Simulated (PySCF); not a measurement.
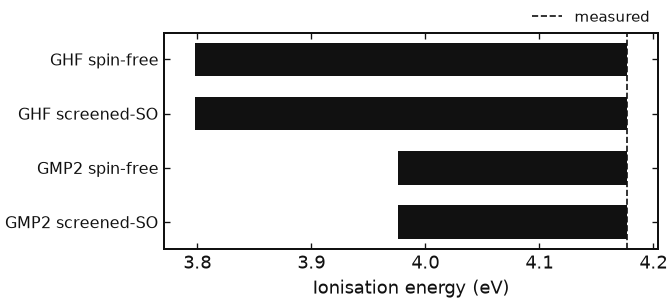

The ionisation energy of an atom or ion with 37 electrons in the configuration [Kr] 5s₁/₂ by several methods. PySCF, x2c-SVPall-2c, two-component X2C-1e. 28 core electrons frozen.

> Which atom or ion is it?

Rb I (neutral rubidium). The values run from 3.798 eV (GHF spin-free and GHF screened-SO) to 3.976 eV (GMP2 spin-free and GMP2 screened-SO). The measured value is 4.177 eV; nearest to it come GMP2 screened-SO (−0.201) and GMP2 spin-free (−0.201), furthest GHF spin-free (−0.379 eV).
